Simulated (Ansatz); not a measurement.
**Fields on a plane of NaH (rock salt)**

```
NaH
1.0
    0.00000     2.39734     2.39734
    2.39734     0.00000     2.39734
    2.39734     2.39734     0.00000
Na H
1 1
Direct
  0.00000   0.00000   0.00000
  0.50000   0.50000   0.50000
```

The slice is a {111} plane (indices of the conventional cell) through the point (0.500, 0.500, 0.500) (fractional), spanned by u = [100] and v = [-1 2 0] in vectors of this cell: u (3.39 Å) and v (5.87 Å, at 90° to u). It covers one period; positions are fractions (u, v).

Atoms on it: H at (0.00, 0.00); H at (0.50, 0.50).

All values below come from r2SCAN (plane waves to 500 eV, PAW, scalar-relativistic; Ansatz, a program for electronic structure). k mesh 12×12×12. These are valence fields of a PAW run, semicore shells included where kept as valence: close to a nucleus they are smooth pseudo fields. NaH was relaxed with its symmetry unable to fall.

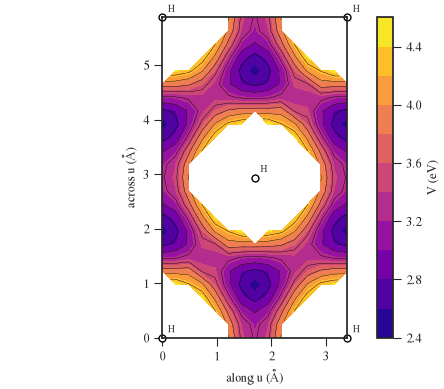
Figure: Electrostatic potential energy of an electron, from the cell's mean, in eV, one period of the plane, atoms marked. Points within 1 Å of a nucleus are left white, as the pseudised field means little there. The zero, the cell's mean, hangs on the PAW cores.

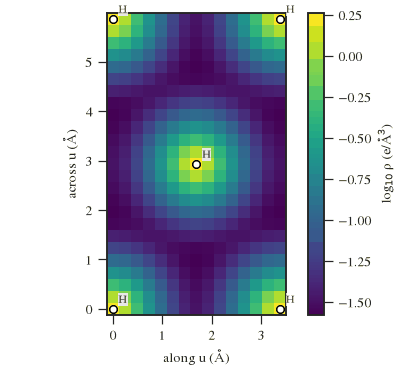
Figure. Log₁₀ of the valence density in e/Å³, one period of the plane, atoms marked. The scale is logarithmic, as a density can span decades between atoms and voids.
